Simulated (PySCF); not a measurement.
# 1-Chloro-1,1-Difluoroethane (C2H3ClF2): spin-spin couplings and electronic excitations at several levels of theory, part 2 of 2

PySCF 2.14.0. Atoms count from 0. Earlier steps stand in the parts before.

### 9 TDDFT and polarisability: PBE0/def2-SVPD

The job: settings as JSON, then the geometry in Å.

```
{"job": {"kind": "uv", "xc": "PBE0", "basis": "def2-SVPD", "ip": true}, "charge": 0, "multiplicity": 1}
C     -0.701620    -0.371525     0.193289
C      0.559815     0.379710    -0.118742
F      1.190791     0.746137     1.003701
F      0.292925     1.496372    -0.805127
Cl     1.690582    -0.607036    -1.089881
H     -0.466932    -1.274849     0.769169
H     -1.208547    -0.651646    -0.738179
H     -1.357016     0.282831     0.785776
```

Level: TDDFT PBE0/def2-SVPD, vertical, gas phase, core orbitals frozen in the response.

The program printed:

```text
coarse grid: 7832 points
cycle   1  E = -736.9677460634  dE =  5.977e-01  |g| = 7.189e-01  |ddm| = 3.376e+00
cycle   2  E = -736.8568918884  dE =  1.109e-01  |g| = 1.090e+00  |ddm| = 1.764e+00
cycle   3  E = -737.0680628569  dE = -2.112e-01  |g| = 6.036e-02  |ddm| = 1.068e+00
cycle   4  E = -737.0687670519  dE = -7.042e-04  |g| = 2.637e-02  |ddm| = 1.046e-01
cycle   5  E = -737.0689300760  dE = -1.630e-04  |g| = 3.823e-03  |ddm| = 3.165e-02
cycle   6  E = -737.0689334661  dE = -3.390e-06  |g| = 1.059e-03  |ddm| = 7.472e-03
final grid: 73488 points
cycle   7  E = -737.1507011942  dE = -2.023e-05  |g| = 6.487e-03  |ddm| = 4.297e-02
cycle   8  E = -737.1506950250  dE =  6.169e-06  |g| = 8.962e-03  |ddm| = 1.341e-02
cycle   9  E = -737.1507094879  dE = -1.446e-05  |g| = 6.488e-04  |ddm| = 7.316e-03
cycle  10  E = -737.1507095736  dE = -8.570e-08  |g| = 1.361e-04  |ddm| = 8.373e-04
cycle  11  E = -737.1507095773  dE = -3.767e-09  |g| = 3.967e-05  |ddm| = 2.041e-04
cycle  12  E = -737.1507095777  dE = -3.342e-10  |g| = 1.009e-05  |ddm| = 6.234e-05
converged SCF energy = -737.1507095777

Static polarisability (au): isotropic 42.221, principal 37.976 39.560 49.128

Singlet excitations
state   eV       nm        f      main configurations
  1   7.7452    160.1   0.00698   H->L 0.98
  2   7.8162    158.6   0.00020   H-1->L 0.98
  3   8.9670    138.3   0.05518   H->L+1 0.95
  4   9.0481    137.0   0.03621   H-1->L+1 0.95
  5   9.4800    130.8   0.14672   H-2->L 0.87
  6  10.0114    123.8   0.04281   H->L+2 0.81
  7  10.0858    122.9   0.03261   H-1->L+2 0.80, H->L+4 0.09
  8  10.1187    122.5   0.00805   H->L+4 0.77, H-1->L+2 0.09, H->L+5 0.09
  9  10.2164    121.4   0.02582   H-2->L+1 0.51, H-1->L+4 0.28, H->L+3 0.13
 10  10.2207    121.3   0.04423   H-2->L+1 0.43, H-1->L+4 0.36, H->L+3 0.14

Triplet excitations (Tamm-Dancoff, eV): 6.9126 6.9760 8.2283 8.8031
Vertical ionisation energy (delta-SCF) = 12.0026 eV
```

Run time: 24 s. Hardware: 1 thread, shared host.

In short: HOMO -9.40 eV, LUMO 0.14 eV; lowest singlet 7.75 eV.

### 10 Excited states and response: BHandHLYP/def2-SVPD

The job, as its differences from that of step 9:

```diff
@@ -1,2 +1,2 @@
-{"job": {"kind": "uv", "xc": "PBE0", "basis": "def2-SVPD", "ip": true}, "charge": 0, "multiplicity": 1}
+{"job": {"kind": "uv", "xc": "BHandHLYP", "basis": "def2-SVPD", "ip": true}, "charge": 0, "multiplicity": 1}
 C     -0.701620    -0.371525     0.193289
```

Method: TDDFT BHandHLYP/def2-SVPD, vertical, gas phase, core orbitals frozen in the response.

The program printed:

```text
coarse grid: 7832 points
cycle   1  E = -737.2766332774  dE =  6.759e-01  |g| = 7.702e-01  |ddm| = 3.263e+00
cycle   2  E = -737.2520145788  dE =  2.462e-02  |g| = 9.050e-01  |ddm| = 1.746e+00
cycle   3  E = -737.3987436641  dE = -1.467e-01  |g| = 3.886e-02  |ddm| = 9.499e-01
cycle   4  E = -737.3990526488  dE = -3.090e-04  |g| = 2.079e-02  |ddm| = 1.071e-01
cycle   5  E = -737.3991522025  dE = -9.955e-05  |g| = 4.143e-03  |ddm| = 2.782e-02
cycle   6  E = -737.3991563972  dE = -4.195e-06  |g| = 1.029e-03  |ddm| = 7.800e-03
final grid: 73488 points
cycle   7  E = -737.4537077526  dE = -1.107e-05  |g| = 2.867e-03  |ddm| = 2.995e-02
cycle   8  E = -737.4537078445  dE = -9.195e-08  |g| = 2.895e-03  |ddm| = 5.195e-03
cycle   9  E = -737.4537091724  dE = -1.328e-06  |g| = 2.038e-04  |ddm| = 2.053e-03
cycle  10  E = -737.4537091804  dE = -8.024e-09  |g| = 8.942e-05  |ddm| = 3.956e-04
cycle  11  E = -737.4537091822  dE = -1.847e-09  |g| = 1.642e-05  |ddm| = 1.481e-04
cycle  12  E = -737.4537091823  dE = -7.469e-11  |g| = 4.625e-06  |ddm| = 3.281e-05
converged SCF energy = -737.4537091823

Static polarisability (au): isotropic 40.896, principal 36.843 38.190 47.655

Singlet excitations
state   eV       nm        f      main configurations
  1   7.9659    155.6   0.00576   H->L 0.54, H->L+1 0.35
  2   8.0480    154.1   0.00006   H-1->L 0.54, H-1->L+1 0.34
  3   9.4986    130.5   0.07375   H->L+1 0.43, H->L 0.39, H->L+2 0.09
  4   9.6028    129.1   0.05670   H-1->L+1 0.41, H-1->L 0.38, H-1->L+2 0.11
  5  10.1893    121.7   0.24023   H-2->L 0.42, H-2->L+1 0.35
  6  10.5378    117.7   0.04987   H->L+2 0.48, H->L+1 0.18, H->L+3 0.14
  7  10.6413    116.5   0.01489   H-1->L+2 0.37, H->L+4 0.34, H-1->L+5 0.11
  8  10.6847    116.0   0.01184   H->L+4 0.53, H-1->L+2 0.22, H-1->L+1 0.09
  9  10.7512    115.3   0.00431   H-1->L+4 0.41, H->L+3 0.39
 10  10.8712    114.0   0.00009   H-1->L+3 0.79

Triplet excitations (Tamm-Dancoff, eV): 7.1165 7.1853 8.5610 9.2859
Vertical ionisation energy (delta-SCF) = 12.0658 eV
```

It took 20 s on 1 thread, shared host.

In short: HOMO -10.76 eV, LUMO 1.03 eV; lowest singlet 7.97 eV.

### 11 Ultraviolet spectrum: CAM-B3LYP/def2-SVPD

The job, as its differences from that of step 10:

```diff
@@ -1,2 +1,2 @@
-{"job": {"kind": "uv", "xc": "BHandHLYP", "basis": "def2-SVPD", "ip": true}, "charge": 0, "multiplicity": 1}
+{"job": {"kind": "uv", "xc": "CAM-B3LYP", "basis": "def2-SVPD", "ip": true}, "charge": 0, "multiplicity": 1}
 C     -0.701620    -0.371525     0.193289
```

With the program's defaults for keys left out, this is: TDDFT CAM-B3LYP/def2-SVPD, vertical, gas phase, core orbitals frozen in the response.

The program printed:

```text
coarse grid: 7832 points
cycle   1  E = -737.2910580405  dE =  6.769e-01  |g| = 8.018e-01  |ddm| = 3.266e+00
cycle   2  E = -737.2294327250  dE =  6.163e-02  |g| = 1.054e+00  |ddm| = 1.842e+00
cycle   3  E = -737.4218571103  dE = -1.924e-01  |g| = 4.779e-02  |ddm| = 1.019e+00
cycle   4  E = -737.4222215754  dE = -3.645e-04  |g| = 2.728e-02  |ddm| = 1.053e-01
cycle   5  E = -737.4223728158  dE = -1.512e-04  |g| = 4.898e-03  |ddm| = 3.185e-02
cycle   6  E = -737.4223788866  dE = -6.071e-06  |g| = 1.460e-03  |ddm| = 9.825e-03
final grid: 73488 points
cycle   7  E = -737.5076047774  dE = -1.926e-05  |g| = 3.916e-03  |ddm| = 3.257e-02
cycle   8  E = -737.5076040855  dE =  6.919e-07  |g| = 4.564e-03  |ddm| = 6.120e-03
cycle   9  E = -737.5076072045  dE = -3.119e-06  |g| = 2.706e-04  |ddm| = 2.886e-03
cycle  10  E = -737.5076072189  dE = -1.436e-08  |g| = 1.083e-04  |ddm| = 5.056e-04
cycle  11  E = -737.5076072216  dE = -2.701e-09  |g| = 2.549e-05  |ddm| = 1.799e-04
cycle  12  E = -737.5076072218  dE = -1.673e-10  |g| = 5.763e-06  |ddm| = 4.579e-05
converged SCF energy = -737.5076072218

Static polarisability (au): isotropic 42.150, principal 38.021 39.490 48.940

Singlet excitations
state   eV       nm        f      main configurations
  1   7.6831    161.4   0.00472   H->L 0.80, H->L+1 0.13
  2   7.7482    160.0   0.00020   H-1->L 0.80, H-1->L+1 0.12
  3   9.1503    135.5   0.06965   H->L+1 0.66, H->L 0.15, H->L+2 0.10
  4   9.2301    134.3   0.05275   H-1->L+1 0.64, H-1->L 0.14, H-1->L+2 0.12
  5   9.6746    128.2   0.17865   H-2->L 0.66, H-2->L+1 0.16
  6  10.2169    121.4   0.03986   H->L+2 0.49, H->L+1 0.15, H->L+3 0.09
  7  10.2688    120.7   0.00180   H->L+4 0.69, H->L+6 0.12, H-1->L+2 0.08
  8  10.3278    120.0   0.02093   H-1->L+2 0.52, H-1->L+5 0.18, H-1->L+1 0.13
  9  10.3720    119.5   0.01287   H-1->L+4 0.44, H->L+3 0.22, H-2->L+1 0.13
 10  10.4492    118.7   0.06163   H-2->L+1 0.55, H-2->L 0.12, H->L+3 0.09

Triplet excitations (Tamm-Dancoff, eV): 6.8871 6.9430 8.3312 8.9539
Vertical ionisation energy (delta-SCF) = 12.1517 eV
```

It took 24 s on 1 thread, shared host.

Key values: HOMO -10.84 eV, LUMO 1.10 eV; lowest singlet 7.68 eV.

### 12 Excited states and response: wB97X-D/def2-SVPD

The job, as its differences from that of step 11:

```diff
@@ -1,2 +1,2 @@
-{"job": {"kind": "uv", "xc": "CAM-B3LYP", "basis": "def2-SVPD", "ip": true}, "charge": 0, "multiplicity": 1}
+{"job": {"kind": "uv", "xc": "wB97X-D", "basis": "def2-SVPD", "ip": true}, "charge": 0, "multiplicity": 1}
 C     -0.701620    -0.371525     0.193289
```

Method: TDDFT wB97X-D/def2-SVPD, vertical, gas phase, core orbitals frozen in the response.

The program printed:

```text
coarse grid: 7832 points
cycle   1  E = -737.2731576876  dE =  6.864e-01  |g| = 8.087e-01  |ddm| = 3.225e+00
cycle   2  E = -737.2477038557  dE =  2.545e-02  |g| = 9.664e-01  |ddm| = 1.827e+00
cycle   3  E = -737.4090510516  dE = -1.613e-01  |g| = 4.504e-02  |ddm| = 9.537e-01
cycle   4  E = -737.4094170612  dE = -3.660e-04  |g| = 2.425e-02  |ddm| = 1.018e-01
cycle   5  E = -737.4095434174  dE = -1.264e-04  |g| = 4.764e-03  |ddm| = 3.349e-02
cycle   6  E = -737.4095503746  dE = -6.957e-06  |g| = 1.204e-03  |ddm| = 1.108e-02
final grid: 73488 points
cycle   7  E = -737.4985391431  dE = -1.095e-04  |g| = 7.422e-03  |ddm| = 1.134e-01
cycle   8  E = -737.4985403626  dE = -1.220e-06  |g| = 7.800e-03  |ddm| = 1.766e-02
cycle   9  E = -737.4985497492  dE = -9.387e-06  |g| = 5.920e-04  |ddm| = 5.456e-03
cycle  10  E = -737.4985498333  dE = -8.416e-08  |g| = 2.939e-04  |ddm| = 1.626e-03
cycle  11  E = -737.4985498538  dE = -2.051e-08  |g| = 4.179e-05  |ddm| = 5.179e-04
cycle  12  E = -737.4985498544  dE = -5.393e-10  |g| = 1.258e-05  |ddm| = 9.589e-05
converged SCF energy = -737.4985498544

Static polarisability (au): isotropic 41.896, principal 37.788 39.265 48.635

Singlet excitations
state   eV       nm        f      main configurations
  1   7.7726    159.5   0.00517   H->L 0.91
  2   7.8421    158.1   0.00018   H-1->L 0.92
  3   9.4433    131.3   0.07839   H->L+1 0.73, H->L+2 0.17
  4   9.5217    130.2   0.06155   H-1->L+1 0.71, H-1->L+2 0.19
  5   9.7291    127.4   0.18057   H-2->L 0.81
  6  10.4707    118.4   0.00016   H->L+4 0.65, H->L+6 0.23
  7  10.5015    118.1   0.02595   H->L+2 0.50, H->L+5 0.14, H->L+1 0.11
  8  10.6040    116.9   0.00100   H-1->L+4 0.46, H->L+3 0.16, H-1->L+6 0.11
  9  10.6125    116.8   0.01725   H-1->L+2 0.47, H-1->L+5 0.25, H-1->L+1 0.10
 10  10.7560    115.3   0.16442   H-2->L+1 0.57, H->L+3 0.10, H-1->L+6 0.08

Triplet excitations (Tamm-Dancoff, eV): 7.0197 7.0816 8.4459 9.3358
Vertical ionisation energy (delta-SCF) = 12.1384 eV
```

Wall time 23 s (1 thread, shared host).

Key values: HOMO -11.31 eV, LUMO 1.90 eV; lowest singlet 7.77 eV.

### 13 Ultraviolet spectrum: LC-wPBE/def2-SVPD

The job, as its differences from that of step 12:

```diff
@@ -1,2 +1,2 @@
-{"job": {"kind": "uv", "xc": "wB97X-D", "basis": "def2-SVPD", "ip": true}, "charge": 0, "multiplicity": 1}
+{"job": {"kind": "uv", "xc": "LC-wPBE", "basis": "def2-SVPD", "ip": true}, "charge": 0, "multiplicity": 1}
 C     -0.701620    -0.371525     0.193289
```

Level: TDDFT LC-wPBE/def2-SVPD, vertical, gas phase, core orbitals frozen in the response.

The program printed:

```text
coarse grid: 7832 points
cycle   1  E = -737.0350447331  dE =  7.503e-01  |g| = 8.502e-01  |ddm| = 3.183e+00
cycle   2  E = -737.0387472264  dE = -3.702e-03  |g| = 9.389e-01  |ddm| = 1.870e+00
cycle   3  E = -737.1888409894  dE = -1.501e-01  |g| = 5.410e-02  |ddm| = 9.353e-01
cycle   4  E = -737.1894158785  dE = -5.749e-04  |g| = 2.800e-02  |ddm| = 1.293e-01
cycle   5  E = -737.1896063669  dE = -1.905e-04  |g| = 5.158e-03  |ddm| = 4.930e-02
cycle   6  E = -737.1896156283  dE = -9.261e-06  |g| = 1.072e-03  |ddm| = 1.772e-02
final grid: 73488 points
cycle   7  E = -737.3059030129  dE = -2.881e-05  |g| = 1.150e-02  |ddm| = 4.291e-02
cycle   8  E = -737.3059000108  dE =  3.002e-06  |g| = 1.244e-02  |ddm| = 1.526e-02
cycle   9  E = -737.3059236439  dE = -2.363e-05  |g| = 3.416e-04  |ddm| = 7.490e-03
cycle  10  E = -737.3059236708  dE = -2.693e-08  |g| = 1.781e-04  |ddm| = 7.065e-04
cycle  11  E = -737.3059236815  dE = -1.071e-08  |g| = 2.796e-05  |ddm| = 3.313e-04
cycle  12  E = -737.3059236819  dE = -3.978e-10  |g| = 1.155e-05  |ddm| = 8.983e-05
converged SCF energy = -737.3059236819

Static polarisability (au): isotropic 41.325, principal 37.376 38.764 47.835

Singlet excitations
state   eV       nm        f      main configurations
  1   7.8553    157.8   0.00336   H->L 0.59, H->L+1 0.21
  2   7.9178    156.6   0.00002   H-1->L 0.59, H-1->L+1 0.21
  3   9.8598    125.7   0.08796   H->L+1 0.34, H->L 0.28, H->L+4 0.27
  4   9.9324    124.8   0.07042   H-1->L+1 0.32, H-1->L+4 0.29, H-1->L 0.28
  5   9.9599    124.5   0.20119   H-2->L 0.49, H-2->L+1 0.23, H-2->L+4 0.09
  6  10.8815    113.9   0.00009   H->L+3 0.47, H->L+6 0.29
  7  10.9545    113.2   0.03158   H-1->L+3 0.18, H->L+5 0.17, H->L+2 0.17
  8  11.0371    112.3   0.02917   H-2->L+1 0.24, H-1->L+3 0.21, H-2->L 0.13
  9  11.0758    111.9   0.01092   H-1->L+2 0.42, H-1->L+5 0.35, H-1->L+1 0.10
 10  11.1618    111.1   0.13021   H-2->L+1 0.23, H-1->L+6 0.12, H->L+2 0.10

Triplet excitations (Tamm-Dancoff, eV): 6.9801 7.0359 8.4154 9.5852
Vertical ionisation energy (delta-SCF) = 12.2345 eV
```

Wall time 40 s (1 thread, shared host).

This run: HOMO -12.30 eV, LUMO 2.22 eV; lowest singlet 7.86 eV.

### 14 TDDFT and polarisability: PBE0/6-31G*

The job, as its differences from that of step 13:

```diff
@@ -1,2 +1,2 @@
-{"job": {"kind": "uv", "xc": "LC-wPBE", "basis": "def2-SVPD", "ip": true}, "charge": 0, "multiplicity": 1}
+{"job": {"kind": "uv", "xc": "PBE0", "basis": "6-31G*"}, "charge": 0, "multiplicity": 1}
 C     -0.701620    -0.371525     0.193289
```

With the program's defaults for keys left out, this is: TDDFT PBE0/6-31G*, vertical, gas phase, core orbitals frozen in the response.

The program printed:

```text
coarse grid: 7832 points
cycle   1  E = -737.3487140968  dE =  6.402e-01  |g| = 7.859e-01  |ddm| = 2.590e+00
cycle   2  E = -737.2219267112  dE =  1.268e-01  |g| = 1.185e+00  |ddm| = 1.257e+00
cycle   3  E = -737.4658854779  dE = -2.440e-01  |g| = 6.335e-02  |ddm| = 7.628e-01
cycle   4  E = -737.4667512267  dE = -8.657e-04  |g| = 2.475e-02  |ddm| = 7.682e-02
cycle   5  E = -737.4668968285  dE = -1.456e-04  |g| = 4.255e-03  |ddm| = 2.278e-02
cycle   6  E = -737.4669013011  dE = -4.473e-06  |g| = 6.540e-04  |ddm| = 5.390e-03
final grid: 73488 points
cycle   7  E = -737.4513805374  dE = -1.542e-05  |g| = 7.466e-03  |ddm| = 1.351e-02
cycle   8  E = -737.4513718571  dE =  8.680e-06  |g| = 1.044e-02  |ddm| = 1.208e-02
cycle   9  E = -737.4513916982  dE = -1.984e-05  |g| = 6.333e-04  |ddm| = 6.682e-03
cycle  10  E = -737.4513917876  dE = -8.948e-08  |g| = 1.422e-04  |ddm| = 6.465e-04
cycle  11  E = -737.4513917918  dE = -4.186e-09  |g| = 3.445e-05  |ddm| = 1.333e-04
cycle  12  E = -737.4513917921  dE = -2.422e-10  |g| = 8.632e-06  |ddm| = 3.691e-05
converged SCF energy = -737.4513917921

Static polarisability (au): isotropic 31.902, principal 26.976 27.731 41.000

Singlet excitations
state   eV       nm        f      main configurations
  1   7.9986    155.0   0.00420   H->L 0.99
  2   8.0365    154.3   0.00025   H-1->L 0.99
  3   9.6098    129.0   0.14863   H-2->L 0.89
  4  10.3887    119.3   0.00067   H-3->L 0.97
  5  10.8447    114.3   0.04564   H-4->L 0.67, H-1->L+2 0.26
  6  10.9683    113.0   0.00017   H->L+2 0.95
  7  11.1496    111.2   0.00338   H->L+1 0.79, H-1->L+2 0.17
  8  11.1812    110.9   0.01210   H-5->L 0.90
  9  11.2587    110.1   0.00293   H-1->L+1 0.94
 10  11.2911    109.8   0.12602   H-1->L+2 0.48, H-4->L 0.19, H->L+3 0.14

Triplet excitations (Tamm-Dancoff, eV): 7.0699 7.1193 8.1984 10.1035
```

Wall time 3.6 s (1 thread, shared host).

In short: HOMO -9.13 eV, LUMO 0.72 eV; lowest singlet 8.00 eV.

### 15 Run by run: spin-spin couplings

Couplings (Hz), each a mean over the pairs like the one named, with basis size and wall time:

```
          run   C1–F2  C0–H5  F2–F3  C0–C1  C0–F2  H5–H6  F2–H5  functions   time
B3LYP/cc-pVTZ  -340.9  122.4   68.8   53.1   27.0  -11.2   10.3        196   18 s
 B3LYP/6-31G*  -279.5  148.1  156.7   70.5   25.8  -15.4   11.3         80  5.6 s
```

### 16 Comparing the runs: electronic excitations

Excitations and ground-state properties, with basis size and wall time:

```
                run  lowest singlet (eV)  brightest (eV)      f  gap (eV)  α (Å³)  μ (D)  functions   time
       HF/def2-SVPD                 8.57           11.18  0.456     15.47    5.79   2.38        137  5.1 s
      LDA/def2-SVPD                 7.33            8.51  0.075      6.93    6.59   2.20        137   33 s
      PBE/def2-SVPD                 7.37            8.51  0.086      7.00    6.56   2.14        137   38 s
    B3LYP/def2-SVPD                 7.58            9.25  0.136      8.95    6.33   2.21        137   22 s
     PBE0/def2-SVPD                 7.75            9.48  0.147      9.54    6.26   2.22        137   24 s
BHandHLYP/def2-SVPD                 7.97           10.19  0.240     11.79    6.06   2.30        137   20 s
CAM-B3LYP/def2-SVPD                 7.68            9.67  0.179     11.94    6.25   2.25        137   24 s
  wB97X-D/def2-SVPD                 7.77            9.73  0.181     13.21    6.21   2.25        137   23 s
  LC-wPBE/def2-SVPD                 7.86            9.96  0.201     14.53    6.12   2.25        137   40 s
        PBE0/6-31G*                 8.00            9.61  0.149      9.84    4.73   2.13         80  3.6 s
```

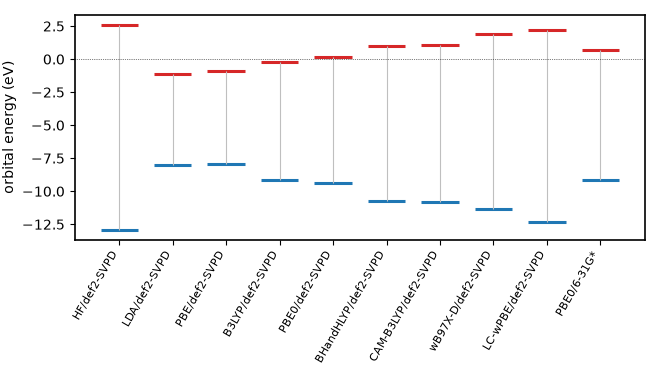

HOMO (blue) and LUMO (red) run by run.

Measured dipole: 2.14 D (gas; NIST CCCBDB Release 22 (SRD 101), experimental dipoles).

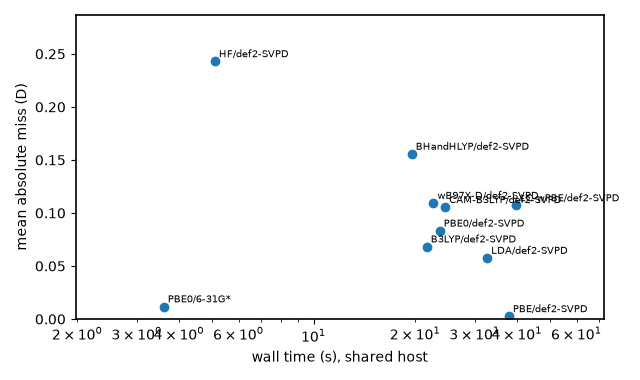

Cost against miss for the measured dipole.

### 17 Outcome

The summary covers parts 1 to 2.

```
                                     quantity                         value
                                  point group                            Cs
         rotational constants (main isotopes)          5.28, 3.24, 3.15 GHz
largest coupling of the table (B3LYP/cc-pVTZ)      ¹J(C,F) C1–F2, -340.9 Hz
                lowest singlet (HF/def2-SVPD)   8.57 eV (145 nm), f = 0.006
     brightest single state of those computed  state 5, 11.18 eV, f = 0.456
                               lowest triplet                       7.55 eV
            vertical ionisation energy (ΔSCF)                      11.21 eV
      range of J(C1,F2), mean over like pairs           -340.9 to -279.5 Hz
                  range of the lowest singlet               7.33 to 8.57 eV
```

In words: Single values in the summary come from the first run of each kind that ended normally (B3LYP/cc-pVTZ; HF/def2-SVPD), which need not be the best level. In the run at B3LYP/cc-pVTZ, the largest coupling of the table is C1–F2 (mean over like pairs), -340.9 Hz, of which the Fermi-contact term gives -316.9 Hz. Density functionals describe couplings to fluorine poorly, F–F couplings above all, so those rows are rough. The first singlet state (HOMO→LUMO+1 0.30, HOMO→LUMO+9 0.18) lies at 8.57 eV and is weak; of the 10 states computed, the strongest absorption comes from state 5 at 11.18 eV. The lowest triplet lies 1.02 eV below the lowest singlet (triplets in Tamm-Dancoff, singlets in full TDDFT). At HF/def2-SVPD, the highest states lie near or above the ionisation energy, where they hang on the basis. The orbital energy would give 12.90 eV for ionisation, ΔSCF gives 11.21 eV. The dipole moment, 2.38 D, compares with 2.14 D measured (one conformer here). The coupling C1–F2, as a mean over pairs of its kind, runs from -340.9 Hz (B3LYP/cc-pVTZ) to -279.5 Hz (B3LYP/6-31G*). For the measured dipole, PBE/def2-SVPD misses least (0.00 D, 38 s) and HF/def2-SVPD most (0.24 D, 5.1 s); the quickest, PBE0/6-31G*, misses by 0.01 D in 3.6 s. Couplings from bases without tight functions are rough. One molecule ranks no method: errors cancel, and vibration and temperature are missing from all runs.
